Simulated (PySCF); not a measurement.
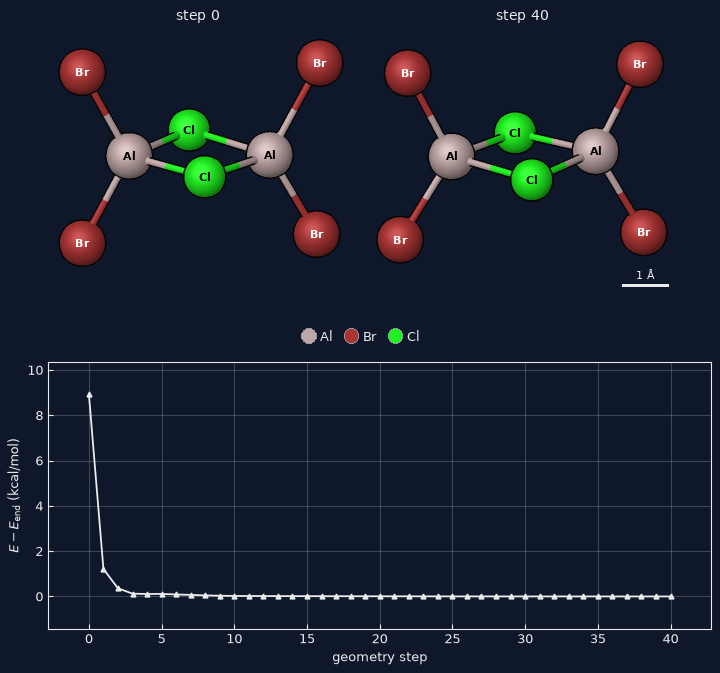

First and last geometry of a relaxation of Al₂Br₄Cl₂, with the history of the run. The picture is a ball-and-stick view, seen from a free direction.

The start comes from GFN2-xTB. Its atoms were then displaced at random by about 0.03 Å.

Level of theory: PBE0-D3(BJ)/def2-SVP geometry optimisation, gas phase (PySCF 2.14.0, density-fitted response routines). 

Question: What do the curves and the structures tell?

Answer: The relaxation stopped without meeting its thresholds, so the last structure isn't shown to be converged. After 40 geometry steps the energy has fallen by 8.94 kcal/mol. The atom that moves furthest after the best rigid fit is a Br atom (0.16 Å). Largest moves by element: Br 0.16 Å, Cl 0.12 Å, Al 0.09 Å. Some distances before and after: Al–Cl 2.121 → 2.284 Å, Al–Br 2.388 → 2.233 Å, Al–Cl 2.222 → 2.287 Å, Al–Br 2.174 → 2.232 Å. Among the angles between lasting bonds that change: Br–Al–Cl 112.2° → 108.2°, Br–Al–Cl 112.5° → 109.1°, Al–Cl–Al 92.7° → 89.4°.

```csv
step,"E − E(0), kcal/mol"
0,0.00
1,-7.72
2,-8.58
3,-8.81
4,-8.83
5,-8.82
6,-8.85
7,-8.87
8,-8.89
9,-8.91
10,-8.91
12,-8.92
13,-8.92
15,-8.92
16,-8.92
18,-8.93
19,-8.93
21,-8.93
23,-8.93
24,-8.93
26,-8.93
27,-8.93
29,-8.93
31,-8.93
32,-8.93
34,-8.94
35,-8.94
37,-8.94
38,-8.94
40,-8.94
```
